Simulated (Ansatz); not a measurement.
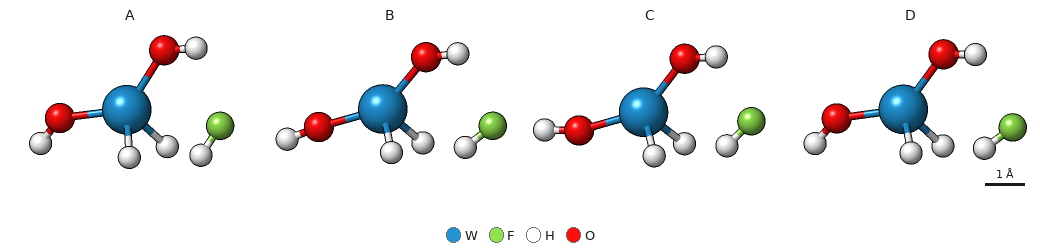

4 geometries from one relaxation of WH$_{5}$O$_{2}$F, in shuffled order. The picture is a ball-and-stick view, seen at a tilt.

The run prepares an end point of a later path (reaction) calculation, from a guessed geometry.

All numbers below come from Ansatz, RHF/def2-SVP. (no spin polarisation; force threshold 0.03 eV/Å; at most 50 steps)

Question: Order the frames from highest to lowest energy.

Answer: A, D, B, C. They are steps 0, 5, 11, 25, at +13.1 kJ/mol, +9.19 kJ/mol, +2.57 kJ/mol relative to the last. The largest move after the best rigid fit is that of an H atom, 0.54 Å. By element the largest moves are H 0.54 Å, F 0.49 Å, O 0.37 Å, W 0.20 Å. Among the contacts that change: F–W 3.053 → 3.666 Å, H–W 2.919 → 3.233 Å, O–W 1.863 → 1.854 Å, H–W 1.711 → 1.703 Å. Among the angles between lasting bonds that change: W–O–H 137.7° → 164.1°, H–W–O 115.2° → 99.0°, O–W–O 130.9° → 145.7°. After 20 accepted moves (25 points after the start) the energy has fallen by 13.1 kJ/mol. The largest force component goes from 0.22 to 0.018 eV/Å. The line search rejected the trial steps at points 2, 6, 9, 14, 24 of the run. The run took 52 s on 1 thread of Arm Neoverse V2 (shared host), peak memory 0.2 GiB.

Limits of the set-up: Hartree-Fock leaves out electron correlation.
